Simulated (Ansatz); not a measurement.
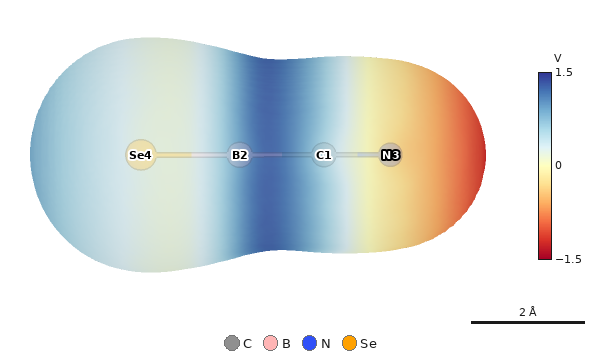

Figure 1: CBNSe. The electrostatic potential painted on the density surface at 0.002 e/bohr³, seen across its widest extent; red is negative and blue positive.

Geometry: BLYP-D3(BJ)/def2-SVP.

These are results of isolated molecule in a Gaussian basis; Kohn-Sham density functional theory, functional PBE0 in Ansatz 0.2.0, not measurements.

Q: Where is the surface potential most negative and most positive?

A: The most negative region (about −1.2 V) lies over N3, the most positive (about +1.3 V) over B2. N3 is the likeliest acceptor of a hydrogen bond.
